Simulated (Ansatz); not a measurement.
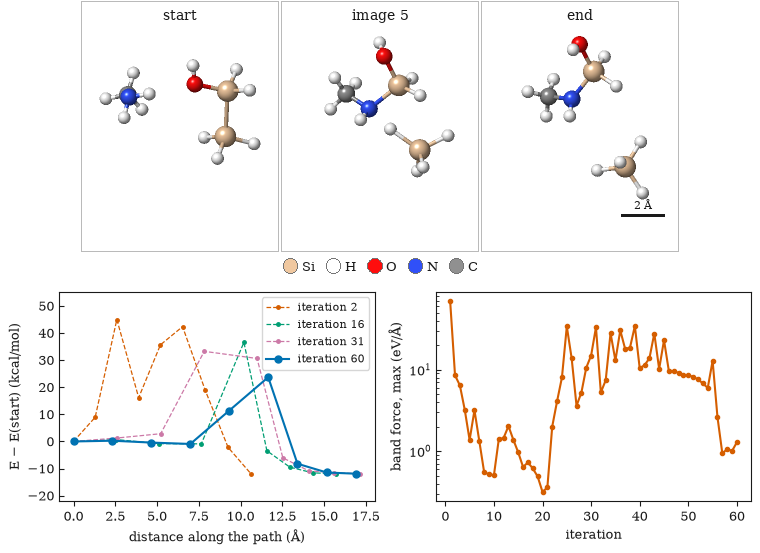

A nudged-elastic-band calculation for CH11NOSi2, made up of Si₂H₆O and CH5N. Images are numbered from 0 (start) to 8 (end). The plot follows the band through its iterations. A ball-and-stick model, seen at a tilt.

All numbers below come from RKS revPBE/6-31G* (Ansatz 0.2.0). Settings: 7 movable images; climbing image; force threshold 0.05 eV/Å; iteration limit 60; spring constant 50.0 eV/Å²; starting path through a guess of the saddle point.

**How did the profile develop, and is the result final?**

The result isn't final. The band hadn't converged when the run stopped after 60 iterations. The largest component of the band force went from 69 to 1.3 eV/Å. The barrier read from it is provisional: over the last two iterations the highest image moved from 25.6 kcal/mol to 23.7 kcal/mol. The spring constant is far from the usual few eV/Å², which spoils the spacing or the steps. The first iteration put the highest image at 331.2 kcal/mol. The energy climbs by 23.7 kcal/mol to image 5 and then falls by 35.6 kcal/mol, so the end point sits at −11.9 kcal/mol.

Limits of the set-up: the start holds two separate molecules, 2.3 Å apart at their closest, whose relative position is a soft coordinate and is computed without a dispersion correction.
